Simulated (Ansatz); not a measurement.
Consider BC (charge −1).

Input

```
crystal:
  periodic: [false, false, false]
  atoms:
    - symbol: C
      position_ang: [0.000000, 0.000000, -0.690545]
    - symbol: B
      position_ang: [0.000000, 0.000000, 0.690545]
basis:
  gaussian:
    orbitals: def2-TZVPD
total_charge: -1
hamiltonian:
  xc: {name: PBE0}
output: {forces: true, orbitals: {seedname: orbitals}}
```

Command:

```sh
ansatz run input.yaml --threads 1 --pin off --max-ram 2610MiB --events-out events.jsonl --progress --plain --runs-dir runs
```

Geometry: PBE0-D3(BJ)/def2-SVPD.

Theory: isolated molecule in a Gaussian basis; Kohn-Sham density functional theory, functional PBE0 (Ansatz).

Predict the electron density and electron localisation function between the atoms.

C–B (1.38 Å): the density is about 1.3 e/Å³ at the midpoint; the ELF peaks at about 0.65 between the atoms.

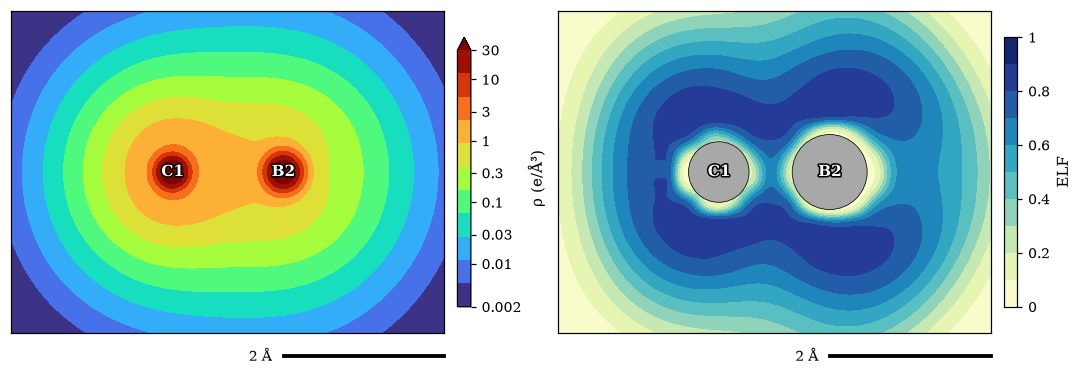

Computed electron density and electron localisation function on a plane that holds the molecular axis, in this order. Grey discs cover the atomic cores in the ELF map. 
